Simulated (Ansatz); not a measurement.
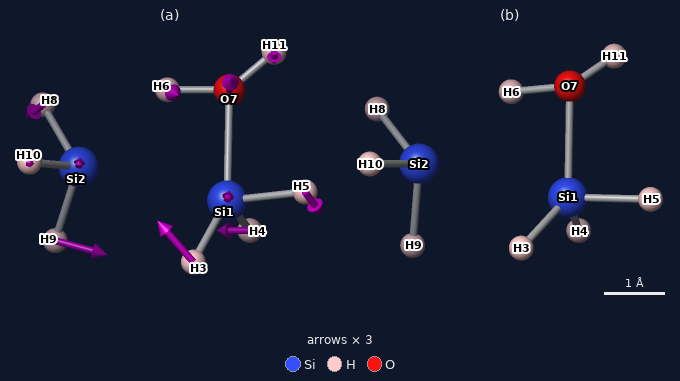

The structure of Si₂H₈O before (left) and after (right) a constrained relaxation, at one scale. The purple arrows give the displacements, magnified 3 times.

A ball-and-stick model, seen at a tilt.

The reaction that was planned forms Si1–O7, Si2–H6 and breaks Si1–Si2, H6–O7 (atoms numbered from 1 in input order).

These are results of RKS PBE0-D4/def2-SVP (Ansatz 0.2.0), not measurements. Settings: held fixed: the distance between atoms 1 (Si) and 7 (O), the distance between atoms 2 (Si) and 6 (H), the distance between atoms 1 (Si) and 2 (Si), the distance between atoms 6 (H) and 7 (O), counting from 1; force threshold 0.04 eV/Å; at most 150 steps.

What changed between the two?

The largest moves after the best rigid fit, 0.31 Å, are those of H3 and H9. By element the largest moves are H 0.31 Å, O 0.26 Å, Si 0.07 Å. Some distances before and after: Si2–H10 1.471 → 1.503 Å, Si1–H4 1.459 → 1.490 Å, Si1–H3 1.469 → 1.495 Å, Si1–H5 1.488 → 1.511 Å. Among the angles between lasting bonds that change: H3–Si1–O7 140.1° → 123.1°, H6–O7–H11 133.7° → 122.5°, Si1–O7–H11 131.3° → 120.6°. Over 9 accepted moves (11 points after the start) the energy falls by 0.196 eV. The largest force component goes from 0.62 to 0.032 eV/Å. The line search rejected the trial steps at points 7, 9 of the run. Cost: 12 s on 4 threads of Arm Neoverse V2, on a shared host.
